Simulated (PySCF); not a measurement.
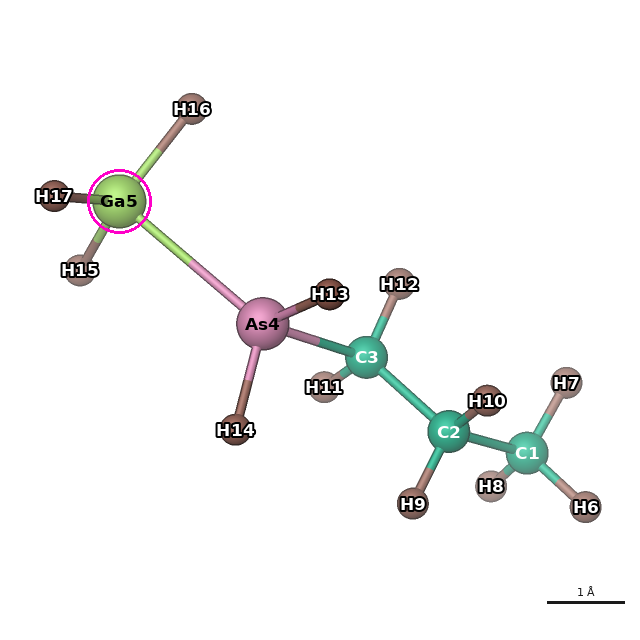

Orthographic view. Atoms fade into the background with distance from the viewer. The computed structure is the end point of a PBE0-D3(BJ)/def2-SVP optimisation. No frequency run is at hand to confirm it as a minimum.

### Name the neighbours of the circled atom.

The circled atom is Ga5; it is bonded to As4, H15, H16, H17.

### Which atom is farthest from the viewer?

H8, 1.9 Å behind the mean position.

### Which atom is nearest the viewer?

H13, 2.2 Å in front of the mean position.

### Of Ga5 and H17, which is nearer the viewer?

H17; the bond to Ga5 points away from the viewer, so it looks shorter than its 1.58 Å.
